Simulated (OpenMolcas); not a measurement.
# Multiconfigurational calculation: V²⁺ complex (part 2 of 2)

The same run, continued: V²⁺ with 4 ligands (Cl; tetrahedron, 2.42 Å), neutralised by 4 outer point charges of +0.5 e, whose field is part of the energies. Method: state-averaged CASSCF, active space 3 electrons in the shell 3d, basis ANO-RCC-VTZP on the metal and ANO-RCC-VDZP on the ligands, DKH2 scalar Hamiltonian, spin-orbit coupling by RASSI with atomic mean-field integrals (OpenMolcas).

**The program's output (extracts), continued**
```
--- RASSI ---
SPIN-FREE ENERGIES:
  (Shifted by EMIN (a.u.) =      -2792.6669105254)

 SF State       Relative EMIN(au)   Rel lowest level(eV)    D:o, cm**(-1)

     1             0.0000000000        0.0000000000              0.0000
     2             0.0000000000        0.0000000000              0.0000
     3             0.0000000000        0.0000000000              0.0000
     4             0.0110308185        0.3001638622           2420.9848
     5             0.0110308185        0.3001638622           2420.9848
     6             0.0110308185        0.3001638622           2420.9848
     7             0.0239237591        0.6509986501           5250.6582
    11             0.0600153470        1.6331007891          13171.8462
    12             0.0600153470        1.6331007891          13171.8462
    13             0.0674661567        1.8358476485          14807.1099
    14             0.0674661567        1.8358476485          14807.1099
    15             0.0674661567        1.8358476485          14807.1099
    16             0.0676289021        1.8402761765          14842.8284
    17             0.0676289021        1.8402761765          14842.8284
    18             0.0676289021        1.8402761765          14842.8284
    10             0.0703943338        1.9155274073          15449.7705
     8             0.0703943338        1.9155274073          15449.7705
     9             0.0703943338        1.9155274073          15449.7705
    19             0.0722560229        1.9661865489          15858.3640
    20             0.0859656543        2.3392446226          18867.2803
    21             0.0859656543        2.3392446226          18867.2803
    22             0.0859656543        2.3392446226          18867.2803
    23             0.0904689503        2.4617855495          19855.6395
    24             0.0904689503        2.4617855495          19855.6395
    25             0.0904689503        2.4617855495          19855.6395
    26             0.0905966517        2.4652604825          19883.6667
    27             0.0905966517        2.4652604825          19883.6667
    28             0.0905966517        2.4652604825          19883.6667
    29             0.0940765921        2.5599544831          20647.4254
    30             0.0940765921        2.5599544831          20647.4254
    31             0.1001931937        2.7263956919          21989.8642
    32             0.1001931937        2.7263956919          21989.8642
    33             0.1001931937        2.7263956919          21989.8642
    34             0.1021000411        2.7782836553          22408.3689
    35             0.1021000411        2.7782836553          22408.3689
    36             0.1038310636        2.8253871769          22788.2844
    37             0.1038310636        2.8253871769          22788.2844
    38             0.1038310636        2.8253871769          22788.2844
    39             0.1503443349        4.0910777657          32996.7675
    40             0.1503443349        4.0910777657          32996.7675
Eigenvalues of complex Hamiltonian:
   -----------------------------------
  (Shifted by EMIN (a.u.) =      -2792.6669105254)

 SO State       Relative EMIN(au)   Rel lowest level(eV)    D:o, cm**(-1)

     1            -0.0006463046        0.0000000000              0.0000
     2            -0.0006463046        0.0000000000              0.0000
     3            -0.0006463046        0.0000000000              0.0000
     4            -0.0006463046        0.0000000000              0.0000
     5            -0.0005601984        0.0023430692             18.8981
     6            -0.0005601984        0.0023430692             18.8981
     7             0.0002926599        0.0255505259            206.0789
     8             0.0002926599        0.0255505259            206.0789
     9             0.0002926599        0.0255505258            206.0789
    10             0.0002926599        0.0255505258            206.0789
    11             0.0008585272        0.0409485585            330.2724
    12             0.0008585272        0.0409485585            330.2724
    13             0.0107539564        0.3102169043           2502.0681
    14             0.0107539564        0.3102169043           2502.0681
    15             0.0108670714        0.3132949220           2526.8940
    16             0.0108670714        0.3132949220           2526.8940
    17             0.0108670714        0.3132949220           2526.8940
    18             0.0108670714        0.3132949220           2526.8940
    19             0.0112073427        0.3225541743           2601.5749
    20             0.0112073427        0.3225541743           2601.5749
    21             0.0112748161        0.3243902210           2616.3836
    22             0.0112748161        0.3243902210           2616.3836
    23             0.0112748161        0.3243902210           2616.3836
    24             0.0112748161        0.3243902210           2616.3836
    25             0.0239806439        0.6701334079           5404.9904
    26             0.0239806439        0.6701334079           5404.9904
    27             0.0239806439        0.6701334079           5404.9904
    28             0.0239806439        0.6701334079           5404.9904
    29             0.0599538506        1.6490142308          13300.1967
    30             0.0599538506        1.6490142308          13300.1967
    31             0.0599538506        1.6490142309          13300.1967
    32             0.0599538506        1.6490142309          13300.1967
    33             0.0670900854        1.8432010710          14866.4192
    34             0.0670900854        1.8432010710          14866.4192
    35             0.0671133902        1.8438352267          14871.5340
    36             0.0671133902        1.8438352267          14871.5340
    37             0.0673326970        1.8498028684          14919.6663
    38             0.0673326970        1.8498028684          14919.6663
    39             0.0673326970        1.8498028691          14919.6663
    40             0.0673326970        1.8498028691          14919.6663
    41             0.0682023223        1.8734665803          15110.5270
Weights of the five most important spin-orbit-free states for each spin-orbit state.

 SO State  Total energy (au)           Spin-free states, spin, and weights
 -------------------------------------------------------------------------------------------------------
    1        -0.000646       2 1.5  0.3785    3 1.5  0.3682    1 1.5  0.2454    5 1.5  0.0032    6 1.5  0.0025
    2        -0.000646       1 1.5  0.4066    3 1.5  0.3291    2 1.5  0.2564    4 1.5  0.0040    5 1.5  0.0025
    3        -0.000646       3 1.5  0.3960    2 1.5  0.3356    1 1.5  0.2605    6 1.5  0.0044    5 1.5  0.0019
    4        -0.000646       1 1.5  0.4103    2 1.5  0.3523    3 1.5  0.2295    4 1.5  0.0030    5 1.5  0.0026
    5        -0.000560       1 1.5  0.3328    2 1.5  0.3328    3 1.5  0.3328    4 1.5  0.0005    5 1.5  0.0005
    6        -0.000560       1 1.5  0.3328    2 1.5  0.3328    3 1.5  0.3328    4 1.5  0.0005    5 1.5  0.0005
    7         0.000293       3 1.5  0.5242    2 1.5  0.2618    1 1.5  0.2091    6 1.5  0.0015    5 1.5  0.0015
    8         0.000293       3 1.5  0.5401    2 1.5  0.2529    1 1.5  0.2023    5 1.5  0.0015    6 1.5  0.0015
    9         0.000293       1 1.5  0.4510    2 1.5  0.4070    3 1.5  0.1372    4 1.5  0.0015    5 1.5  0.0015
   10         0.000293       1 1.5  0.4645    2 1.5  0.4053    3 1.5  0.1254    4 1.5  0.0015    6 1.5  0.0015
   11         0.000859       3 1.5  0.3327    2 1.5  0.3327    1 1.5  0.3327    4 1.5  0.0005    5 1.5  0.0005
   12         0.000859       3 1.5  0.3327    2 1.5  0.3327    1 1.5  0.3327    4 1.5  0.0005    5 1.5  0.0005
```

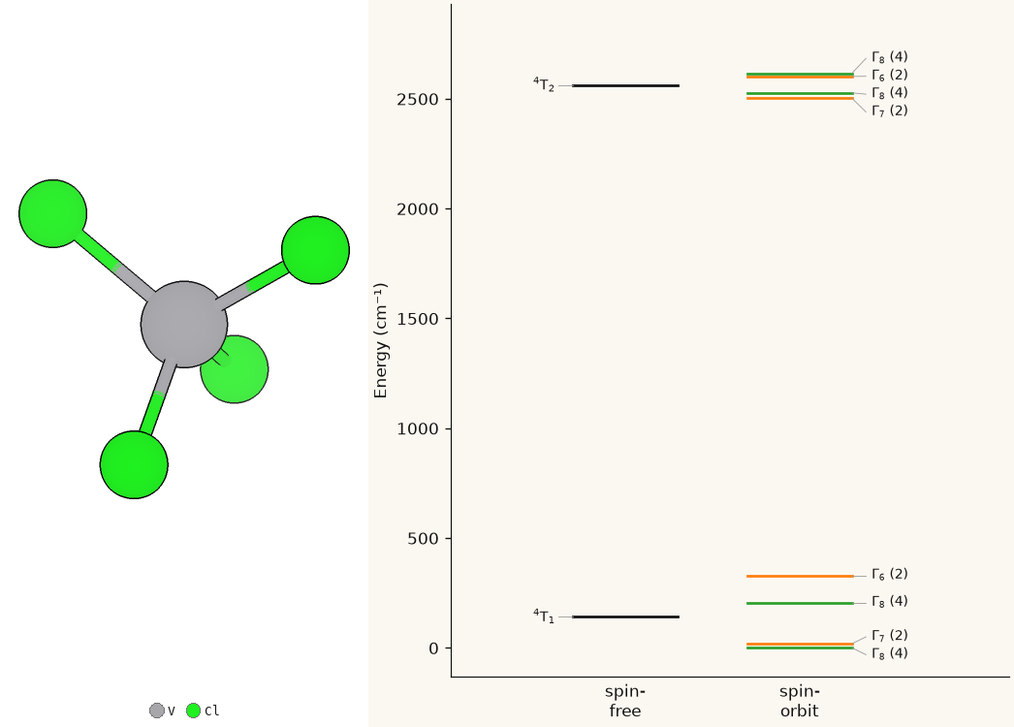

Figure 1. V²⁺ (3d³) with 4 ligands, Cl⁻, at 2.42 Å (arrangement: tetrahedron, Td), neutralised by outer point charges of +0.5 e, and its levels. Labels give the representation in O, Td, D4 or D3 as the site allows (double group for half-integer spin) where it could be assigned and, in brackets, the degeneracy; spin-free states, where drawn, share the zero of the spin-orbit levels. The ground level is Γ₈, 4-fold degenerate, 100 % from states of spin multiplicity 4. The next level lies at 19 cm⁻¹ (Γ₇). The lowest spin-free state is ⁴T₁, from the free-ion F term; of the same spin there follows at 2,420 cm⁻¹ (⁴T₂) above it. The active orbitals hold 93 to 97 % metal character (Löwdin), and the Mulliken charge of the metal is +1.26.

**Results in brief**

```tsv
quantity	value
outcome	converged
energy of the lowest spin-free term	−2792.66691 hartree
energy of the lowest spin-orbit level	−2792.66756 hartree
largest spread among components of a term	0.0 cm⁻¹
hardware	1 thread of Arm Neoverse V1, 24 GiB of memory available, shared host
wall time	57 s
peak memory	0.2 GiB
```

**Remarks**

Without dynamic correlation the splittings between terms come out too large, often by 20 to 50 %. To bear in mind: distances are set from ionic radii, not optimised.
